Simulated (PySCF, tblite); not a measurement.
# C₄H₈BO₃ radical: geometry, infrared bands and EPR parameters

What infrared bands and EPR parameters should C₄H₈BO₃ radical (`CCB(O)O[CH]C=O`) show?

Programs: tblite 0.8.0 and PySCF 2.14.0, with density-fitted response routines of our own. Each step states its level of theory. These are calculated values for one molecule in the gas phase, unless marked as measured. Atoms count from 0, in the outputs and in this text.

**1. The molecule as given**

16 atoms, charge 0, multiplicity 2; geometry from: force field or distance geometry start.

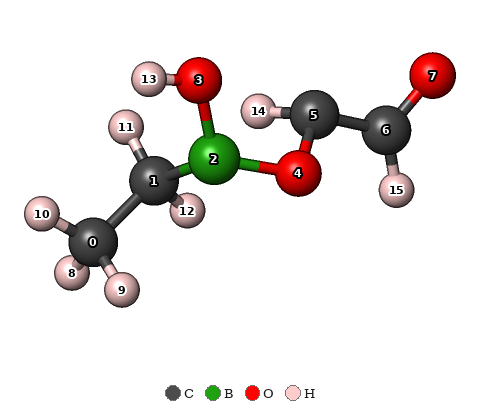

The starting geometry (carbon dark grey, boron green, oxygen red, hydrogen pink), atoms numbered.

**2. Relaxing the molecule with GFN2-xTB**

What the job is given:

```
{"job": {"kind": "relax", "xc": "GFN2-xTB", "basis": "xTB"}, "charge": 0, "multiplicity": 2}
C     -2.387600    -0.455800    -0.003000
C     -0.988900    -0.107000    -0.466700
B     -0.180900     0.701000     0.665400
O     -0.047700     2.153200     0.396400
O      1.068000     0.049200     1.077100
C      1.879800     0.185000    -0.064900
C      3.034000    -0.728800    -0.092900
O      4.123700    -0.286200    -0.417800
H     -2.714600    -1.342000    -0.604100
H     -2.378500    -0.799500     1.059300
H     -3.089100     0.385800    -0.177500
H     -0.988000     0.428900    -1.426200
H     -0.502400    -1.097900    -0.643500
H     -0.894200     2.625700     0.448600
H      1.175300     0.053300    -0.915500
H      2.883200    -1.756100     0.195400
```

On the command line:

```sh
$ OMP_NUM_THREADS=1 python probes_run.py task.json out
```

One launch serves the whole session: the jobs run in the order shown.

**Question.** This job is followed by: GFN2-xTB harmonic vibrations, gas phase; UKS B3LYP, pcH-1 on B C H O, non-relativistic, mean-field spin-orbit, GIAO. What will the session give for the following? strongest single infrared mode (GFN2-xTB); zero-point energy (GFN2-xTB); g(iso) (B3LYP); ⟨S²⟩; largest a(iso) (averaged by class); potential on the surface of density 0.002 e/bohr³, 1st and 99th percentile.

**Answer**, as computed:

| quantity | value |
| --- | --- |
| strongest single infrared mode (GFN2-xTB) | 1296 cm⁻¹, 492 km/mol |
| zero-point energy (GFN2-xTB) | 75.6 kcal/mol |
| g(iso) (B3LYP) | 2.00526 |
| ⟨S²⟩ | 0.762 (exact 0.75) |
| largest a(iso) (averaged by class) | 13C on C5, 53.7 MHz |
| potential on the surface of density 0.002 e/bohr³, 1st and 99th percentile | -1.88 V and 2.47 V |

**Reading.** The optimisation took 178 steps and gained 2.984 eV; among the close pairs (by a distance rule), B2–O3 changed most, from 1.483 to 1.341 Å. No mode is imaginary among the 42: a minimum at this level. The strongest single mode, at 1296 cm⁻¹, moves mainly B2. Unscaled tight-binding wavenumbers are off by several per cent, some by more. Its intensities can rank the bands wrongly. C5 carries the largest spin population, 0.66 e. The isotropic g lies 2.9 ppt above the free-electron value.
